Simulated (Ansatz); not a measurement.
# H₂ on a two-dimensional sheet of Ge of the honeycomb type: a line through an energy map

Aim: follow the energy of H₂ on a two-dimensional sheet of Ge of the honeycomb type (8 atoms of substrate and one adsorbate in a 2 × 2 cell) along one coordinate, height of the H2 axis above the plane of Ge1, with the other held at distance H9-H10 = 0.750 Å.

Program: Ansatz 0.2.0. Level of theory: DFT PBE+D3(BJ), scalar-relativistic, plane waves, PAW. These are calculated values, not measurements.

7 further runs of the same task are left out: 7 set aside as unsound or not needed. Runs told in other sessions of the task aren't counted.

### Step 1. The system as given

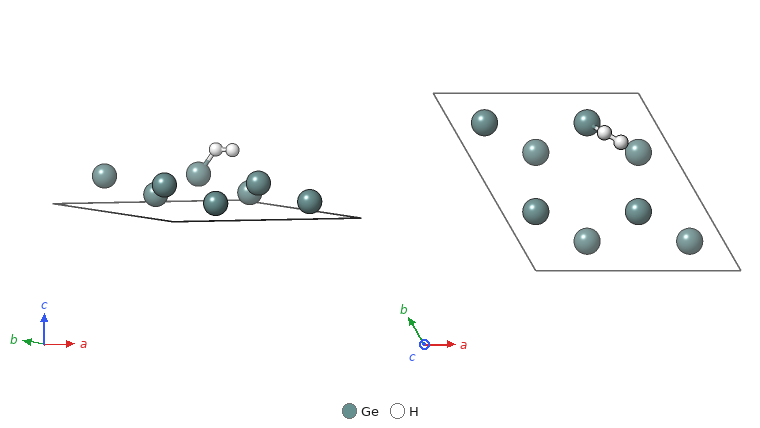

The starting structure, seen from the side (left, normal up) and from above (right) (germanium teal, hydrogen white; 1×1 surface cells, with atoms on the cell's edges repeated; the outline under the slab is one cell, and the vacuum is left out).

Coordinates:

```
CELL_PARAMETERS angstrom
8.04538 0.00000 0.00000
-4.02269 6.96750 0.00000
0.00000 0.00000 18.68426
ATOMIC_POSITIONS crystal
Ge 0.16667 0.33333 0.25071
Ge 0.16667 0.83333 0.25071
Ge 0.66667 0.33333 0.25071
Ge 0.66667 0.83333 0.25071
Ge 0.33333 0.16667 0.21408
Ge 0.33333 0.66667 0.21408
Ge 0.83333 0.16667 0.21408
Ge 0.83333 0.66667 0.21408
H 0.72309 0.77691 0.30904
H 0.77691 0.72309 0.30904
```

This is the geometry of the first run shown, built on a cell relaxed beforehand with the same method.

### Step 2. The scan

Atoms count from 1 in the order of the input.

H2 lies flat over one site of a rigid substrate while its bond length and height are varied.

- distance H9-H10: 8 values from 0.650 to 2.650 Å
- height of the H2 axis above the plane of Ge1: 9 values from 0.45 to 3.60 Å

Nothing else is relaxed. Points are written as (first, second).

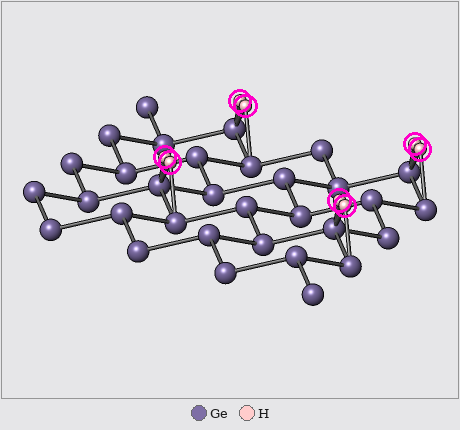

The geometry at (0.750 Å, 1.09 Å). Rings mark the moved atoms.

### Step 3. Point (0.750 Å, 1.09 Å)

A dipole layer in the vacuum cancels the field that periodic copies would set up if the slab's two faces differ.

input.yaml

```yaml
crystal:
  lattice:
    - [8.045379068, 0.0, 0.0]
    - [-4.022689534, 6.967502656, 0.0]
    - [0.0, 0.0, 18.6842610241]
  atoms:
    - { symbol: Ge, position: [0.1666666667, 0.3333333333, 0.2507062505] }
    - { symbol: Ge, position: [0.1666666667, 0.8333333333, 0.2507062505] }
    - { symbol: Ge, position: [0.6666666667, 0.3333333333, 0.2507062505] }
    - { symbol: Ge, position: [0.6666666667, 0.8333333333, 0.2507062505] }
    - { symbol: Ge, position: [0.3333333333, 0.1666666667, 0.2140839284] }
    - { symbol: Ge, position: [0.3333333333, 0.6666666667, 0.2140839284] }
    - { symbol: Ge, position: [0.8333333333, 0.1666666667, 0.2140839284] }
    - { symbol: Ge, position: [0.8333333333, 0.6666666667, 0.2140839284] }
    - { symbol: H, position: [0.7230893536, 0.7769106464, 0.309044121] }
    - { symbol: H, position: [0.7769106464, 0.7230893536, 0.309044121] }
basis:
  ecutwfc: 420
kpoints:
  mp_grid: { grid: [6, 6, 1] }
hamiltonian:
  xc: pbe
  pseudopotentials: { kind: paw, azcp: { folder: soft_1 } }
  dispersion: d3bj
scf:
  occupations: { method: gaussian, width: 0.1 }
output:
  forces: true
  eigenvalues: true
efield:
  axis: 3
  dipole_correction: true
  ramp_width: 0.04
```

Run with:

```
ansatz run input.yaml --threads 2 --pin off --max-ram 6144MiB --backend cpu --events-out ev --progress --plain --runs-dir out
```

Log (excerpt; [...] marks lines left out):

```text
Warning: RAYON_NUM_THREADS=2 ignored (pool sized by the plan → 2); use --threads N
[...]
Pseudopotentials: kind: paw
Pseudopotential: Ge, paw, valence charge 14, recommended cutoff 420 eV (normal), <dir>
Pseudopotential: H, paw, valence charge 1, recommended cutoff 420 eV (normal), <dir>
Functional definition: PBE
[...]
Crystal: 10 atoms, lattice volume = 1047.369 Å³
Basis set: ecut = 420 eV, 20493 PW (Γ), exchange–correlation on 108×108×250 points (8 copies of the dense FFT grid, shifted against one another)
Bands: 69, of which v1, the nominal top of the filled ones, is band 57 counted from 1 (56 counted from 0)
Symmetry: 2 space group operations
Space group: Cm (ITA 8), of the structure as read, at distance tolerance 1.0e-4 Å
k-points: 13 of 36 (time reversal used)
[...]
SCF iter   1: F=—  HF=-34386.488913 eV  |F-HF|=—  |Δ(HF+E_count)|=         —  Δρ=1.93e-2  dr2=3.90e0  ethr=3.10e-3  p=-0.000 e·Å  D=-4.53e-7 V/Å  ΔV_dip=0.00 eV  dr2_dipole=5.33e-4  V_vac-E_F(+/−)=5.66/5.66 eV  ⟨swp⟩=8.8  Hψ=4012  notcnv=0  defer=2
[...]
SCF iter   9: F=-34385.471051 eV  HF=-34385.471051 eV  |F-HF|=3.16e-7  |Δ(HF+E_count)|=   2.23e-6  Δρ=2.68e-6  dr2=9.07e-8  ethr=8.77e-11  p=0.109 e·Å  D=1.88e-2 V/Å  ΔV_dip=-0.35 eV  dr2_dipole=2.23e-10  V_vac-E_F(+/−)=4.12/4.48 eV  ⟨swp⟩=14.9  Hψ=5332  notcnv=0
[...]
SCF converged after 9 iterations
Free energy (F): -34385.471051 eV
[...]
E sigma→0 (E₀):  -34385.465737 eV
Entropy (-TS):   -0.010628 eV (-1.063 meV/atom)
Fermi energy:    -2.058210 eV
Dipole field:    D = 0.018776 V/Å  (p = 0.108679 e·Å, saw-weighted, corrected)
Work function:   Φ+ = 4.1246 eV   Φ− = 4.4755 eV
Levels:          The Fermi level and band energies are counted from a zero that moves with the ramp; work functions are not
[...]
--- Forces (eV/Å), atoms counted from 1 ---
  atom   1  Ge    -0.01418320     0.00818868     0.17425812
  atom   2  Ge     0.07377111     0.07619978     0.20960268
  atom   3  Ge    -0.02910539    -0.10198755     0.20960268
  atom   4  Ge    -4.30637730     2.48628809    -5.87604004
  atom   5  Ge    -0.00880574     0.00508400    -0.21939202
  atom   6  Ge    -0.32502050    -0.33713991    -0.29390391
  atom   7  Ge     0.12946148     0.45004596    -0.29390391
  atom   8  Ge     1.26884682    -0.73256906    -1.39932788
[...]
--- Band table (eV; the first three rows and the last of 13) ---
[...]
```

It took 17 s on 2 threads of Intel Xeon 6975P-C (Granite Rapids), shared host; peak memory 1.6 GiB.

Read from this run: work function 4.12 eV (top face), 4.48 eV (bottom face); dipole along +c 0.109 e·Å per cell.

### Step 4. Grid point (0.750 Å, 1.73 Å)

input.yaml: that of step 3 with these lines changed.

```diff
@@ -14,4 +14,4 @@
     - { symbol: Ge, position: [0.8333333333, 0.6666666667, 0.2140839284] }
-    - { symbol: H, position: [0.7230893536, 0.7769106464, 0.309044121] }
-    - { symbol: H, position: [0.7769106464, 0.7230893536, 0.309044121] }
+    - { symbol: H, position: [0.7230893536, 0.7769106464, 0.3432975495] }
+    - { symbol: H, position: [0.7769106464, 0.7230893536, 0.3432975495] }
 basis:
```

Run with:

```
ansatz run input.yaml --threads 2 --pin off --max-ram 6144MiB --backend cpu --events-out ev --progress --plain --runs-dir out
```

Log (excerpt; [...] marks lines left out):

```text
Warning: RAYON_NUM_THREADS=2 ignored (pool sized by the plan → 2); use --threads N
[...]
[... 4 set-up lines as earlier in the session ...]
[...]
Crystal: 10 atoms, lattice volume = 1047.369 Å³
Basis set: ecut = 420 eV, 20493 PW (Γ), exchange–correlation on 108×108×250 points (8 copies of the dense FFT grid, shifted against one another)
Bands: 69, of which v1, the nominal top of the filled ones, is band 57 counted from 1 (56 counted from 0)
[... 2 set-up lines as earlier in the session ...]
k-points: 13 of 36 (time reversal used)
[...]
SCF converged after 10 iterations
Free energy (F): -34388.117891 eV
[...]
E sigma→0 (E₀):  -34388.117852 eV
Entropy (-TS):   -0.000078 eV (-0.008 meV/atom)
Fermi energy:    -2.124277 eV
Dipole field:    D = 0.015554 V/Å  (p = 0.090026 e·Å, saw-weighted, corrected)
Work function:   Φ+ = 4.2235 eV   Φ− = 4.5141 eV
Levels:          The Fermi level and band energies are counted from a zero that moves with the ramp; work functions are not
[...]
--- Forces (eV/Å), atoms counted from 1 ---
  atom   1  Ge    -0.00686931     0.00396600     0.08868299
  atom   2  Ge    -0.12834405    -0.04532666     0.04852145
  atom   3  Ge    -0.02491798     0.13381254     0.04852145
  atom   4  Ge    -0.73391108     0.42372376    -1.49251517
  atom   5  Ge    -0.01767635     0.01020545    -0.02025814
  atom   6  Ge    -0.01995887    -0.06680649    -0.13325755
  atom   7  Ge     0.04787668     0.05068814    -0.13325755
  atom   8  Ge     0.46796140    -0.27017764    -0.75797313
[...]
--- Band table (eV; the first three rows and the last of 13) ---
[...]
```

Wall time 23 s (2 threads of Intel Xeon 6975P-C (Granite Rapids), shared host); peak memory 1.6 GiB.

From the log: gap on the mesh 0.43 eV (a mesh can miss band crossings, so it may be none); dipole along +c 0.090 e·Å per cell.

### Step 5. Grid point (0.750 Å, 2.05 Å)

input.yaml: that of step 4 with these lines changed.

```diff
@@ -14,4 +14,4 @@
     - { symbol: Ge, position: [0.8333333333, 0.6666666667, 0.2140839284] }
-    - { symbol: H, position: [0.7230893536, 0.7769106464, 0.3432975495] }
-    - { symbol: H, position: [0.7769106464, 0.7230893536, 0.3432975495] }
+    - { symbol: H, position: [0.7230893536, 0.7769106464, 0.3604242638] }
+    - { symbol: H, position: [0.7769106464, 0.7230893536, 0.3604242638] }
 basis:
```

Run with:

```
ansatz run input.yaml --threads 2 --pin off --max-ram 6144MiB --backend cpu --events-out ev --progress --plain --runs-dir out
```

Log (excerpt; [...] marks lines left out):

```text
[...]
SCF converged after 10 iterations
Free energy (F): -34388.663906 eV
[...]
E sigma→0 (E₀):  -34388.662832 eV
Entropy (-TS):   -0.002148 eV (-0.215 meV/atom)
Fermi energy:    -2.171925 eV
Dipole field:    D = 0.010364 V/Å  (p = 0.059990 e·Å, saw-weighted, corrected)
Work function:   Φ+ = 4.3167 eV   Φ− = 4.5104 eV
Levels:          The Fermi level and band energies are counted from a zero that moves with the ramp; work functions are not
[...]
--- Forces (eV/Å), atoms counted from 1 ---
  atom   1  Ge    -0.02097240     0.01210842     0.04875182
  atom   2  Ge    -0.09490216    -0.02898522     0.01556549
  atom   3  Ge    -0.02234914     0.09668029     0.01556549
  atom   4  Ge    -0.31898141     0.18416400    -0.72311514
  atom   5  Ge     0.00929923    -0.00536892     0.00098560
  atom   6  Ge     0.02588336    -0.02385019    -0.06037213
  atom   7  Ge     0.03359655    -0.01049055    -0.06037213
  atom   8  Ge     0.22409996    -0.12938417    -0.41229767
[...]
--- Band table (eV; the first three rows and the last of 13) ---
[...]
```

Wall time 19 s (2 threads of Intel Xeon 6975P-C (Granite Rapids), shared host); peak memory 1.6 GiB.

From the log: work function 4.32 eV (top face), 4.51 eV (bottom face); gap on the mesh 0.21 eV, too small against the smearing to count; dipole along +c 0.060 e·Å per cell.

### Step 6. Point (0.750 Å, 2.60 Å)

input.yaml: that of step 5 with these lines changed.

```diff
@@ -14,4 +14,4 @@
     - { symbol: Ge, position: [0.8333333333, 0.6666666667, 0.2140839284] }
-    - { symbol: H, position: [0.7230893536, 0.7769106464, 0.3604242638] }
-    - { symbol: H, position: [0.7769106464, 0.7230893536, 0.3604242638] }
+    - { symbol: H, position: [0.7230893536, 0.7769106464, 0.389860804] }
+    - { symbol: H, position: [0.7769106464, 0.7230893536, 0.389860804] }
 basis:
```

Run with:

```
ansatz run input.yaml --threads 2 --pin off --max-ram 6144MiB --backend cpu --events-out ev --progress --plain --runs-dir out
```

Log (excerpt; [...] marks lines left out):

```text
Warning: RAYON_NUM_THREADS=2 ignored (pool sized by the plan → 2); use --threads N
[...]
[... 4 set-up lines as earlier in the session ...]
[...]
Crystal: 10 atoms, lattice volume = 1047.369 Å³
Basis set: ecut = 420 eV, 20493 PW (Γ), exchange–correlation on 108×108×250 points (8 copies of the dense FFT grid, shifted against one another)
Bands: 69, of which v1, the nominal top of the filled ones, is band 57 counted from 1 (56 counted from 0)
[... 2 set-up lines as earlier in the session ...]
k-points: 13 of 36 (time reversal used)
[...]
SCF converged after 8 iterations
Free energy (F): -34389.029403 eV
[...]
E sigma→0 (E₀):  -34389.026505 eV
Entropy (-TS):   -0.005796 eV (-0.580 meV/atom)
Fermi energy:    -2.209993 eV
Dipole field:    D = 0.004102 V/Å  (p = 0.023745 e·Å, saw-weighted, corrected)
Work function:   Φ+ = 4.4096 eV   Φ− = 4.4862 eV
Levels:          The Fermi level and band energies are counted from a zero that moves with the ramp; work functions are not
[...]
--- Forces (eV/Å), atoms counted from 1 ---
  atom   1  Ge    -0.01007348     0.00581593     0.01756048
  atom   2  Ge    -0.04040393    -0.01478777     0.00533786
  atom   3  Ge    -0.00739538     0.04238471     0.00533786
  atom   4  Ge    -0.06610061     0.03816321    -0.19821320
  atom   5  Ge     0.00740622    -0.00427598     0.00741021
  atom   6  Ge     0.01921959    -0.00079924    -0.01347206
  atom   7  Ge     0.01030196    -0.01624504    -0.01347206
  atom   8  Ge     0.04960037    -0.02863679    -0.11668715
[...]
--- Band table (eV; the first three rows and the last of 13) ---
[...]
```

Wall time 16 s (2 threads of Intel Xeon 6975P-C (Granite Rapids), shared host); peak memory 1.6 GiB.

From the log: work function 4.41 eV (top face), 4.49 eV (bottom face); gap on the mesh 0.06 eV, too small against the smearing to count; dipole along +c 0.024 e·Å per cell.

### Step 7. Grid point (0.750 Å, 3.00 Å)

input.yaml: that of step 6 with these lines changed.

```diff
@@ -14,4 +14,4 @@
     - { symbol: Ge, position: [0.8333333333, 0.6666666667, 0.2140839284] }
-    - { symbol: H, position: [0.7230893536, 0.7769106464, 0.389860804] }
-    - { symbol: H, position: [0.7769106464, 0.7230893536, 0.389860804] }
+    - { symbol: H, position: [0.7230893536, 0.7769106464, 0.4112691968] }
+    - { symbol: H, position: [0.7769106464, 0.7230893536, 0.4112691968] }
 basis:
```

Run with:

```
ansatz run input.yaml --threads 2 --pin off --max-ram 6144MiB --backend cpu --events-out ev --progress --plain --runs-dir out
```

Log (excerpt; [...] marks lines left out):

```text
[...]
SCF converged after 8 iterations
Free energy (F): -34389.099906 eV
[...]
E sigma→0 (E₀):  -34389.096806 eV
Entropy (-TS):   -0.006200 eV (-0.620 meV/atom)
Fermi energy:    -2.221995 eV
Dipole field:    D = 0.001723 V/Å  (p = 0.009970 e·Å, saw-weighted, corrected)
Work function:   Φ+ = 4.4424 eV   Φ− = 4.4747 eV
Levels:          The Fermi level and band energies are counted from a zero that moves with the ramp; work functions are not
[...]
--- Forces (eV/Å), atoms counted from 1 ---
  atom   1  Ge    -0.00396026     0.00228646     0.00985400
  atom   2  Ge    -0.01981190    -0.00799675     0.00572395
  atom   3  Ge    -0.00298056     0.02115598     0.00572395
  atom   4  Ge    -0.01432181     0.00826870    -0.05960493
  atom   5  Ge     0.00332780    -0.00192131     0.00477505
  atom   6  Ge     0.00982700     0.00159838    -0.00414747
  atom   7  Ge     0.00352926    -0.00930962    -0.00414747
  atom   8  Ge     0.01346832    -0.00777594    -0.03932765
[...]
--- Band table (eV; the first three rows and the last of 13) ---
[...]
```

Run time: 18 s. Hardware: 2 threads of Intel Xeon 6975P-C (Granite Rapids), shared host; peak memory 1.5 GiB.

From the log: work function 4.44 eV (top face), 4.47 eV (bottom face); gap on the mesh 0.02 eV, too small against the smearing to count; dipole along +c 0.010 e·Å per cell.

### Step 8. The run at (0.750 Å, 3.60 Å)

input.yaml: that of step 7 with these lines changed.

```diff
@@ -14,4 +14,4 @@
     - { symbol: Ge, position: [0.8333333333, 0.6666666667, 0.2140839284] }
-    - { symbol: H, position: [0.7230893536, 0.7769106464, 0.4112691968] }
-    - { symbol: H, position: [0.7769106464, 0.7230893536, 0.4112691968] }
+    - { symbol: H, position: [0.7230893536, 0.7769106464, 0.4433817861] }
+    - { symbol: H, position: [0.7769106464, 0.7230893536, 0.4433817861] }
 basis:
```

Run with:

```
ansatz run input.yaml --threads 2 --pin off --max-ram 6144MiB --backend cpu --events-out ev --progress --plain --runs-dir out
```

Log (excerpt; [...] marks lines left out):

```text
[...]
SCF converged after 8 iterations
Free energy (F): -34389.111963 eV
[...]
E sigma→0 (E₀):  -34389.108830 eV
Entropy (-TS):   -0.006265 eV (-0.627 meV/atom)
Fermi energy:    -2.229237 eV
Dipole field:    D = 0.000248 V/Å  (p = 0.001435 e·Å, saw-weighted, corrected)
Work function:   Φ+ = 4.4627 eV   Φ− = 4.4674 eV
Levels:          The Fermi level and band energies are counted from a zero that moves with the ramp; work functions are not
[...]
--- Forces (eV/Å), atoms counted from 1 ---
  atom   1  Ge    -0.00053622     0.00030959     0.00585117
  atom   2  Ge    -0.00686237    -0.00253249     0.00576556
  atom   3  Ge    -0.00123798     0.00720923     0.00576556
  atom   4  Ge     0.00239850    -0.00138477     0.00298063
  atom   5  Ge     0.00083082    -0.00047967     0.00103427
  atom   6  Ge     0.00300421     0.00094970    -0.00121499
  atom   7  Ge     0.00067965    -0.00307657    -0.00121499
  atom   8  Ge     0.00108167    -0.00062450    -0.00531490
[...]
--- Band table (eV; the first three rows and the last of 13) ---
[...]
```

Wall time 17 s (2 threads of Intel Xeon 6975P-C (Granite Rapids), shared host); peak memory 1.6 GiB.

This gives work function 4.46 eV; gap on the mesh 5 meV, too small against the smearing to count.

### Step 9. A further run, with the input changed

input.yaml: that of step 8 with these lines changed.

```diff
@@ -25,3 +25,3 @@
 scf:
-  occupations: { method: gaussian, width: 0.1 }
+  max_iter: 50
 output:
```

Run with:

```
ansatz run input.yaml --threads 2 --pin off --max-ram 6144MiB --backend cpu --events-out ev --progress --plain --runs-dir out
```

Log:

```text
Error: YAML parse error: `scf.occupations.method` is required: fixed only where the cell keeps a band gap throughout the run, explicit beside scf.occupations.values (under evaluate: without them), else a smearing such as fermi_dirac (scf.occupations.width is optional; its entry in the input reference gives the default)
```

Wall time 0.02 s (2 threads of Intel Xeon 6975P-C (Granite Rapids), shared host); peak memory 0.031 GiB.

### Step 10. Why it ended so

The program refused the input before any cycle. The line that matters: «`scf.occupations.method` is required: fixed only where the cell keeps a band gap throughout the run, explicit beside scf.occupations.values (under evaluate: without them) ...»

In the input, scf.occupations.method is missing; scf.occupations.width is missing. A block that this kind of run needs isn't there.

Fix: set scf.occupations.method to gaussian and scf.occupations.width to 0.1.

### Step 11. The line in numbers

```
height of the H2 axis above the plane of Ge1 (Å)  step  energy (eV)  slope (eV per Å)
                                            1.09     3         3.64              −7.5
                                            1.41     –         1.96              −3.8
                                            1.73     4         0.99              −2.4
                                            2.05     5         0.45              −1.2
                                            2.60     6         0.08              −0.3
                                            3.00     7        0.012              −0.1
                                            3.60     8         0.00               0.0
```

Energies count from the lowest point of the line. Rows without a step come from runs not printed here or follow by symmetry. Slopes come from the forces (and the stress, where the cell changes), not from differences of energies.

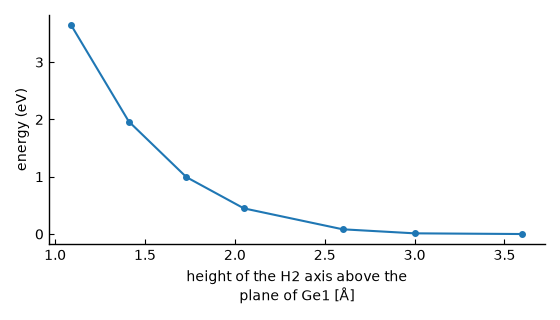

Energy along the line.

| run | outcome |
| --- | --- |
| step 9, run with method left out, width left out (against step 8) | refused |

What this shows: The lowest point computed is at the end of the line, 3.60 Å, but the slope there points inward, so the minimum lies between it and the next point. The highest point computed, at 1.09 Å, lies 3.64 eV above the lowest. This is one cut through a surface in two coordinates; it holds the lowest point sampled, which need not be a minimum. The gap on the mesh closes on part of the grid. The runs have no spin polarisation; an open-shell atom or a torn bond's fragment regains its moment more than about 2.3 Å from its partners, so points where that holds lie too high, by up to some tenths of an eV; an intact closed-shell molecule is not affected.
